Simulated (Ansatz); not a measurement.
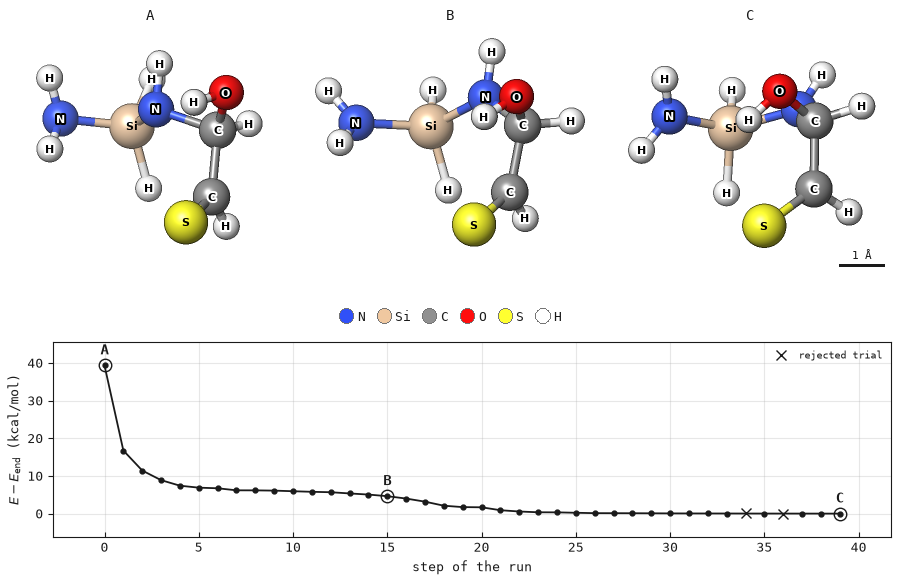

Frames of a relaxation of C₂H₈N₂OSSi, marked on the history of the run. A ball-and-stick model, seen from a free direction.

The run prepares an end point of a later path (inversion) calculation, from a guessed geometry.

Computed with RKS B3LYP-D4/def2-SVP (Ansatz).

Input file:
```yaml
crystal:
  periodic: [false, false, false]
  atoms:
    - { symbol: "N", position_ang: [-2.4493, 0.3597, 0.6249] }
    - { symbol: Si, position_ang: [-0.9418, 0.5916, 1.2015] }
    - { symbol: "N", position_ang: [-0.186, -0.5019, 0.1772] }
    - { symbol: C, position_ang: [1.3182, -0.4231, -0.1876] }
    - { symbol: O, position_ang: [1.5907, -1.7021, -0.7164] }
    - { symbol: C, position_ang: [1.4746, 0.7218, -1.1864] }
    - { symbol: S, position_ang: [1.2862, 0.5385, -2.8397] }
    - { symbol: H, position_ang: [-2.4341, 0.5945, -0.3954] }
    - { symbol: H, position_ang: [-2.7706, -0.5501, 0.75] }
    - { symbol: H, position_ang: [-0.433, 1.9478, 0.9363] }
    - { symbol: H, position_ang: [-0.8444, 0.1221, 2.6109] }
    - { symbol: H, position_ang: [-0.257, -1.4171, 0.6201] }
    - { symbol: H, position_ang: [1.8398, -0.2278, 0.6689] }
    - { symbol: H, position_ang: [1.039, -1.7675, -1.4993] }
    - { symbol: H, position_ang: [1.7459, 1.6628, -0.7357] }
basis:
  gaussian: { orbitals: def2-SVP }
hamiltonian:
  xc: b3lyp
  dispersion: d4
relax:
  f_tol: 0.015
  max_steps: 40
```

Run as
```bash
ansatz run input.yaml --threads 2 --pin off --max-ram 3072MiB --backend cpu --events-out ev --progress --plain --runs-dir out
```

> What happens along the run?

The relaxation stopped without meeting its thresholds, so the last structure isn't shown to be converged. It used up its limit of 40 steps. Over 37 accepted moves (39 points after the start) the energy falls by 39.3 kcal/mol. The largest force component goes from 4.1 to 0.1 eV/Å. The line search rejected the trial steps at points 34, 36 of the run. The largest move after the best rigid fit is that of H12, 1.85 Å. Largest moves by element: H 1.85 Å, N 1.20 Å, O 1.04 Å, S 0.85 Å, C 0.23 Å, Si 0.08 Å. Among the contacts that change: N3–C4 1.550 → 1.451 Å, N1–Si2 1.631 → 1.722 Å, C4–H13 1.022 → 1.106 Å, Si2–N3 1.678 → 1.754 Å. Among the angles between lasting bonds that change: N1–Si2–N3 96.2° → 112.9°, Si2–N1–H8 107.4° → 122.2°, N3–C4–O5 103.3° → 115.3°. Groups turn about C4–O5 by about 35°, C4–C6 by about 20°. The run took 3.6 min on 2 threads of Arm Neoverse V2 (shared host), peak memory 0.45 GiB. From step 0 to 15: H12 moves most (0.87 Å), energy −34.7 kcal/mol. From step 15 to 39: H9 moves most (1.64 Å), energy −4.63 kcal/mol.
